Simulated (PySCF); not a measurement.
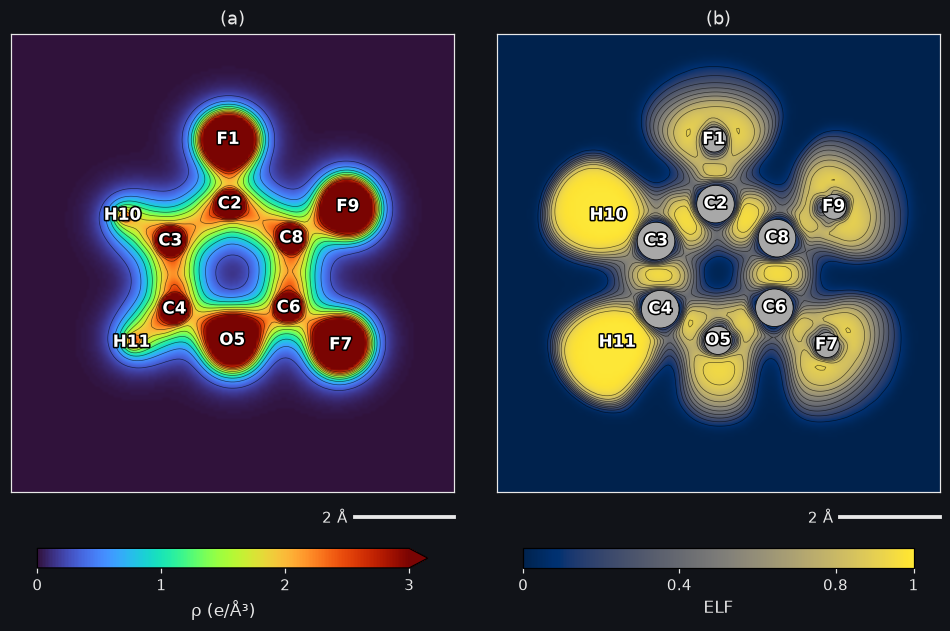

C5H2F3O (charge +1). (a) total electron density; (b) electron localisation function on the molecular plane. Grey discs cover the atomic cores in the ELF map.

Geometry: GFN2-xTB.

Computed with CAM-B3LYP/def2-SVPD, SCF density, gas phase in PySCF 2.14.0.

```yaml
atoms:
  - { symbol: F, position_ang: [-0.4313, 2.4358, -0.0381] }
  - { symbol: C, position_ang: [-0.2233, 1.1570, -0.0184] }
  - { symbol: C, position_ang: [-1.2999, 0.2553, 0.0324] }
  - { symbol: C, position_ang: [-1.0232, -1.0872, 0.0499] }
  - { symbol: O, position_ang: [0.2131, -1.5438, 0.0209] }
  - { symbol: C, position_ang: [1.2394, -0.7368, -0.0256] }
  - { symbol: F, position_ang: [2.3885, -1.3288, -0.0490] }
  - { symbol: C, position_ang: [1.0950, 0.6531, -0.0480] }
  - { symbol: F, position_ang: [2.1389, 1.4376, -0.0945] }
  - { symbol: H, position_ang: [-2.3154, 0.6289, 0.0565] }
  - { symbol: H, position_ang: [-1.7764, -1.8684, 0.0880] }
```

Interpret the plot.

Answer. The plane passes through F, C, O and H nuclei. C–F (1.29 Å): the density is about 2.7 e/Å³ at the midpoint; the ELF peaks at about 0.85 between the atoms (a shared but strongly polarised pair). C–O (1.31 Å): ρ is about 2.7 e/Å³ halfway; the ELF peaks at about 0.90 between the atoms: a polar covalent bond. C–C (1.37 Å): ρ at the midpoint is about 2.2 e/Å³; the ELF peaks at about 0.95 between the atoms, as expected for localised, covalent bonding. C–H (1.08 Å): ρ is about 2.1 e/Å³ halfway; the ELF climbs to about 1 towards the hydrogen, as it does in any bond to H; a covalent bond by its length. C–C (1.41 Å): the density is about 2.1 e/Å³ at the midpoint; the ELF peaks at about 0.95 between the atoms: localised, covalent bonding. The ELF also peaks beside O5, F7, F9 and F1, away from the bonds: lone-pair regions.
